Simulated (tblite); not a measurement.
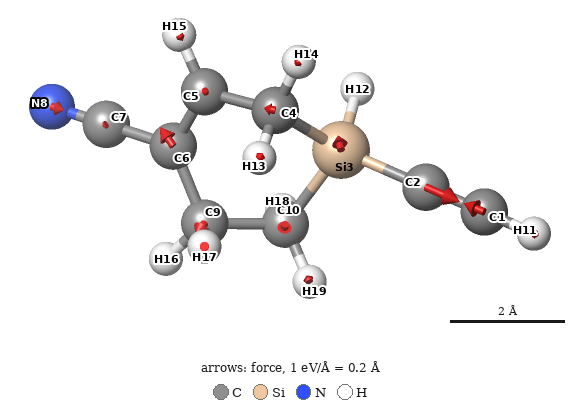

Starting geometry of C$_{8}$H$_{9}$NSi with the computed forces as red arrows. The picture is a ball-and-stick view, seen at a tilt.

Theory: GFN2-xTB geometry optimisation, gas phase (tblite). 

Q: What follows when this structure is relaxed?

A: It isn't relaxed: the largest force vector, on C2, is 3.59 eV/Å. The final displacements have little in common with the starting forces (cosine between the two patterns 0.09). The energy falls by 0.346 eV in 85 geometry steps. H11 moves most after the best rigid fit: 0.61 Å. Largest moves by element: H 0.61 Å, N 0.56 Å, C 0.40 Å, Si 0.20 Å. Some distances before and after: C2–Si3 1.784 → 1.851 Å, Si3–C10 1.858 → 1.908 Å, Si3–C4 1.879 → 1.920 Å, C6–C9 1.472 → 1.505 Å. Bond angles that change, for instance: H13–C4–H14 113.8° → 107.3°, Si3–C4–C5 103.7° → 108.9°, C5–C6–C7 115.7° → 120.7°.
